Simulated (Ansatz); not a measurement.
# One shape, several levels: N2H3 (hydrazinyl radical)

Aim: a comparison of 6 runs (UHF/STO-3G, U-r2SCAN0/def2-TZVP, U-wB97X/def2-TZVP, UCAM-B3LYP/def2-TZVP, UPBE-QIDH/def2-TZVP, UCCSD/def2-TZVP) of N2H3 (hydrazinyl radical). 

The calculation is run with Ansatz 0.2.0.

28 further runs of the same task are left out: 28 set aside as unsound or not needed.

### Step 1. The structure to begin with

N2H3 has 5 atoms, charge 0, and is taken as a doublet. SMILES: `[NH]N`. The N1–N2 distance was set to 1.739 Å, away from the relaxed value.

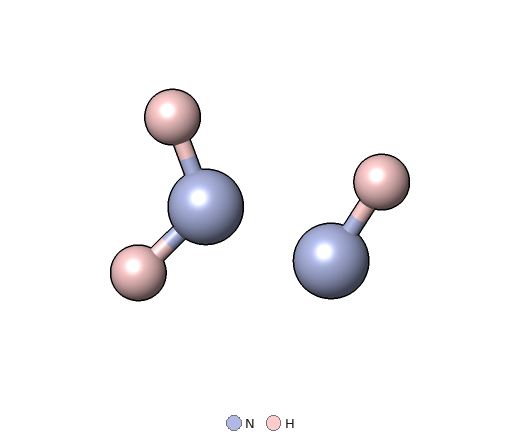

The structure, seen from a chosen angle (nitrogen light blue, hydrogen pink).

### Step 2. A single-point energy at UHF/STO-3G (run 1)

Input file in.yaml:

```yaml
crystal:
  periodic: [false, false, false]
  atoms:
    - {symbol: N, position_ang: [-0.205284, -1.134179, 0.700811]}
    - {symbol: "N", position_ang: [-0.128660, 0.235610, -0.368450]}
    - {symbol: H, position_ang: [0.742156, -1.267579, 1.058041]}
    - {symbol: H, position_ang: [-1.030950, 0.592300, -0.640030]}
    - {symbol: H, position_ang: [0.587360, 0.941580, -0.256830]}
basis:
  gaussian:
    orbitals: STO-3G
magnetization:
  spin_polarized: true
  initial_magnetization: 1
hamiltonian:
  xc: hf
accuracy: high
output: {orbitals: {seedname: orbitals}}
```

The run is started by

```sh
$ ansatz run in.yaml --threads 1 --pin off --max-ram 3480MiB --events-out events.jsonl --progress --plain --runs-dir runs
```

The log of the run:

```text
Warning: RAYON_NUM_THREADS=1 ignored (pool sized by the plan → 1); use --threads N
Functional definition: HF
  name "HF"
  exchange = exact_x
  correlation = 0
206 factors; integrals over basis functions are off by at most 1.7e-8 eV
mean field evaluation 1: about -2966.5735 eV, gradient 9.0e0 eV
mean field evaluation 2: about -2966.6465 eV, gradient 9.0e0 eV
mean field evaluation 4: about -2967.8272 eV, gradient 2.7e0 eV
mean field evaluation 8: about -2968.1952 eV, gradient 1.0e0 eV
mean field evaluation 16: about -2968.3656 eV, gradient 2.1e-3 eV
mean field evaluation 32: about -2966.5731 eV, gradient 9.0e0 eV
mean field evaluation 64: about -2968.3656 eV, gradient 3.8e-7 eV
mean field -2968.36563811 eV, -109.0854251701 hartree, gradient 4.2e-8 eV, S^2 0.984069; 1 other end points of the search recorded, 0 dependent functions left out
reference -2968.36563811 eV, -109.0854251701 hartree; 9, 8 occupied and 4, 5 virtual orbitals, 206 factors
Total energy: -2968.36563811 eV, -109.0854251701 hartree
```

Wall time 0.1 s (1 thread of Arm Neoverse V1, shared host).

### Step 3. A single-point energy at U-r2SCAN0/def2-TZVP (run 2)

Input file run.yaml:

```yaml
crystal:
  periodic: [false, false, false]
  atoms:
    - {symbol: N, position_ang: [-0.205284, -1.134179, 0.700811]}
    - {symbol: "N", position_ang: [-0.128660, 0.235610, -0.368450]}
    - {symbol: H, position_ang: [0.742156, -1.267579, 1.058041]}
    - {symbol: H, position_ang: [-1.030950, 0.592300, -0.640030]}
    - {symbol: H, position_ang: [0.587360, 0.941580, -0.256830]}
basis:
  gaussian: {orbitals: def2-TZVP}
magnetization: {spin_polarized: true, initial_magnetization: 1}
hamiltonian: {xc: {name: r2SCAN0}}
accuracy: high
output: {orbitals: {seedname: orbitals}}
```

The run is started by

```sh
$ ansatz run run.yaml --threads 1 --pin off --max-ram 3480MiB --events-out events.jsonl --progress --plain --runs-dir runs
```

The log of the run:

```text
Warning: RAYON_NUM_THREADS=1 ignored (pool sized by the plan → 1); use --threads N
Functional definition: r2SCAN0
  name "r2SCAN0"
  parameter a = 0.25
  parameter k0 = 0.174
  parameter k1 = 0.065
  parameter a1 = 4.9479
  exchange = (1 - a)*r2scan_x(k0 = k0, k1 = k1, a1 = a1) + a*exact_x
  correlation = r2scan_c
1406 factors; integrals over basis functions are off by at most 2.9e-9 eV
mean field evaluation 1: about -3021.2095 eV, gradient 2.6e1 eV
mean field evaluation 2: about -3020.0193 eV, gradient 3.1e1 eV
mean field evaluation 4: about -3023.9641 eV, gradient 1.4e0 eV
mean field evaluation 8: about -3023.9999 eV, gradient 1.4e-1 eV
mean field evaluation 16: about -3024.0005 eV, gradient 1.6e-3 eV
mean field evaluation 32: about -3024.0005 eV, gradient 1.5e-7 eV
mean field -3024.00054263 eV, -111.1299702003 hartree, gradient 9.5e-8 eV, S^2 0.758734; 0 other end points of the search recorded, 0 dependent functions left out
reference -3024.00054382 eV, -111.1299702441 hartree; 9, 8 occupied and 71, 72 virtual orbitals, 1406 factors
Total energy: -3024.00054382 eV, -111.1299702441 hartree
```

Wall time 9.6 s (1 thread of Arm Neoverse V1, shared host); peak memory 0.28 GiB.

Runs 3 to 5 aren't shown in full; the table further down has their settings and results.

### Step 4. A single-point energy at UCCSD/def2-TZVP (run 6)

Input file job.yaml:

```yaml
crystal:
  periodic: [false, false, false]
  atoms:
    - symbol: N
      position_ang: [-0.205284, -1.134179, 0.700811]
    - symbol: N
      position_ang: [-0.128660, 0.235610, -0.368450]
    - symbol: H
      position_ang: [0.742156, -1.267579, 1.058041]
    - symbol: H
      position_ang: [-1.030950, 0.592300, -0.640030]
    - symbol: H
      position_ang: [0.587360, 0.941580, -0.256830]
basis:
  gaussian:
    orbitals: def2-TZVP
magnetization:
  spin_polarized: true
  initial_magnetization: 1
correlation:
  method: ccsd
  frozen_orbitals: {H: 0, "N": 1}
accuracy: high
scf:
  omitted_lower_state_checks: [cluster_reference, increment]
```

The run is started by

```sh
$ ansatz run job.yaml --threads 1 --pin off --max-ram 3480MiB --events-out events.jsonl --progress --plain --runs-dir runs
```

The log of the run:

```text
Warning: RAYON_NUM_THREADS=1 ignored (pool sized by the plan → 1); use --threads N
[... 12 lines left out ...]
2 core orbitals not correlated: weight in the atoms' cores, before any rotation towards them, 1.000 or more for the frozen orbitals, at most 0.000 for the correlated occupied ones
[... 34 lines left out ...]
Total energy: -3019.72101724 eV, -110.9727005431 hartree
Checks for a lower state left out: cluster_reference, increment
```

Run time: 21 s. Hardware: 1 thread of Arm Neoverse V1, shared host; peak memory 0.73 GiB.

### Step 5. Overview of the runs

```
run                 level  frozen core orbitals  energy (Eh)  HOMO energy (eV)  LUMO energy (eV)   ⟨S²⟩  wall time
  1            UHF/STO-3G                     –  -109.085425             -8.08              8.89  0.984      0.1 s
  2   U-r2SCAN0/def2-TZVP                     –  -111.129970             -7.32             -1.66  0.759      9.6 s
  3     U-wB97X/def2-TZVP                     –  -111.175749             -9.53              0.07  0.758       26 s
  4  UCAM-B3LYP/def2-TZVP                     –  -111.162125             -8.56             -1.06  0.756      6.6 s
  5   UPBE-QIDH/def2-TZVP                     2  -111.052614             -9.50              0.92  0.773      9.9 s
  6       UCCSD/def2-TZVP                     2  -110.972701                 –                 –  0.919       21 s
```

### Step 6. Summary of results

```
                                          quantity          value
                               run 6: total energy  -110.97270 Eh
run 6: correlation energy (2 core orbitals frozen)     -416.2 mEh
          run 6: ⟨S²⟩ of the reference determinant          0.919
                              run 6: T1 diagnostic          0.051
```

What this shows: Totals of different functionals can't be ranked against each other. In run 1 the basis is minimal, so the values are rough. Spin contamination of the reference: run 1 ⟨S²⟩ = 0.98, run 6 ⟨S²⟩ = 0.92. All runs together took 73 s, the longest 26 s.
